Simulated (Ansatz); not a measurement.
# C2H10AlNO: what the fields show

```xyz
15

Al   -1.1069    1.1135    0.4618
N     0.0216   -0.2625   -0.1504
C    -0.1927   -1.6429    0.2598
C     0.6635   -0.1831   -1.4541
H    -1.1656    2.3801   -0.5005
H    -2.2990    0.6589    1.4008
H     0.8532    0.7318    1.1077
O     0.4590    1.4880    1.6668
H    -0.8118   -2.2111   -0.4660
H    -0.7066   -1.6859    1.2333
H     0.7637   -2.1946    0.3600
H     0.0798   -0.6938   -2.2488
H     1.6667   -0.6555   -1.4487
H     0.7883    0.8665   -1.7663
H     0.9868    2.2906    1.5445
```

Computed with UKS B3LYP-D4/def2-SVP in Ansatz.

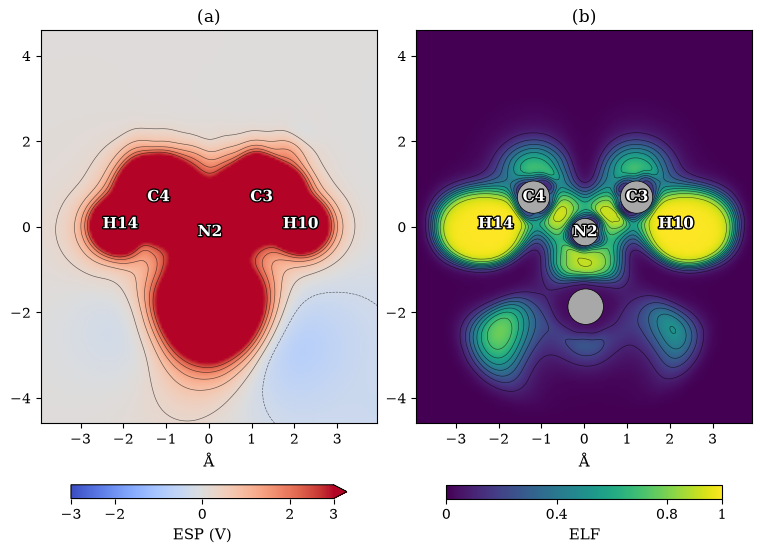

Figure 1. (a) molecular electrostatic potential; (b) electron localisation function on the plane of atoms N2, C3 and H10. Grey discs cover the atomic cores in the ELF map.

Describe what can be read from this map.

The section cuts through N, C and H sites. C–N (1.46 Å): the ELF peaks at about 0.95 between the atoms; a covalent bond. C–H (1.10 Å): the ELF climbs to about 1 towards the hydrogen, as it does in any bond to H (a covalent bond by its length). Outside the dense part of the molecule the potential is most negative (−0.7 V) near H6, which lies off the plane.

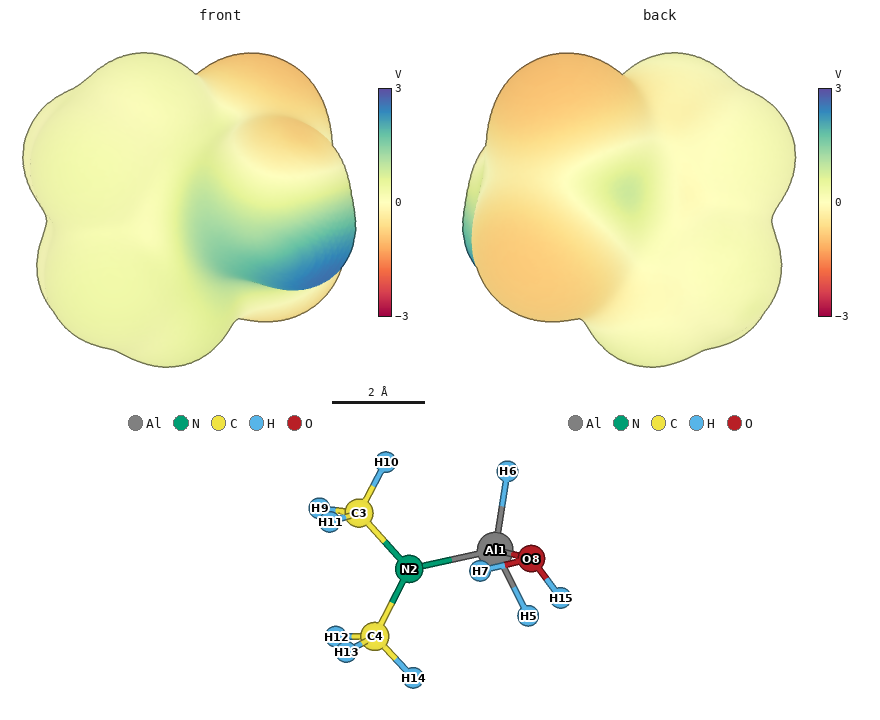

Figure 2. The molecular electrostatic potential painted on the density surface at 0.001 e/bohr³, seen from the front and from behind; the colour scale runs from red (negative) to blue (positive). The bare structure is drawn below in the same view.

Describe the electrostatic potential map.

The most negative region (about −0.9 V) lies over H6, the most positive (about +2.5 V) over H15.

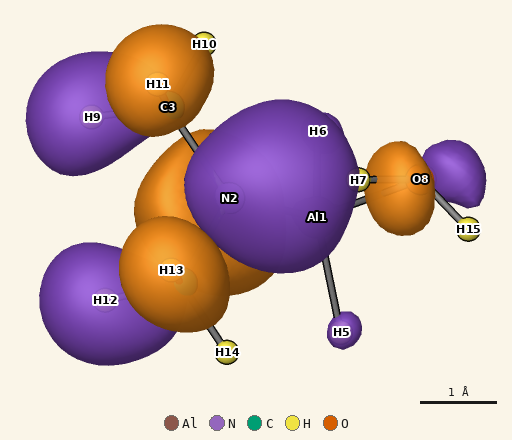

Figure 3. The HOMO at ±0.08 Å⁻³ᐟ² (orange and purple are the two phases), seen at a tilt.

Describe this orbital and give its energy.

Its weight (Hirshfeld) is mainly on N2 (about 50 %), C3 (about 10 %) and C4 (about 10 %). Its energy is −5.97 eV.

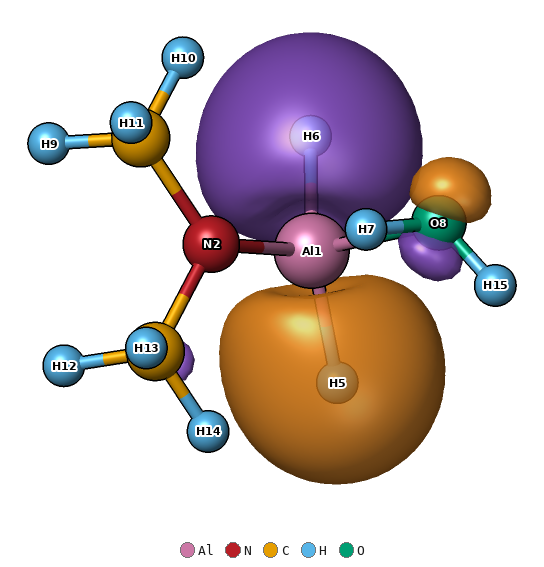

Figure 4. The HOMO−1 at ±0.1 Å⁻³ᐟ² (orange and purple are the two phases), seen at a tilt.

What is the character of this orbital?

By Hirshfeld shares it lies mainly on Al1 (about 35 %), H6 (about 30 %) and H5 (about 30 %). Its energy is −7.53 eV.
